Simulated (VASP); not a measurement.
Shape and ions are relaxed at each volume.

Energy against volume of Sn (beta). Level of theory: rev-vdW-DF2, VASP's PBE PAW potentials (set 64) (plane waves; VASP 6.6.1).

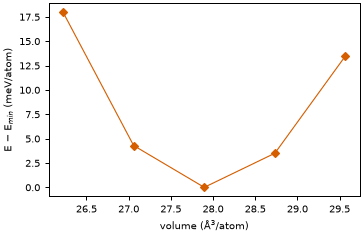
Energy against volume

Q: Estimate the equilibrium volume and the bulk modulus.

A: The minimum lies near 27.9 Å³/atom, and the curvature gives B0 of about 50 GPa.

Measured: bulk modulus 57.0 GPa (computed value off by -13.2 %), as given by Tao Chen et al., Physical Review Materials (2023), arXiv:2209.05059. The calculation is for a static lattice, while the measured bulk modulus holds thermal and zero-point effects, which are part of the difference.

The compound is Sn in the beta structure. It was relaxed first.
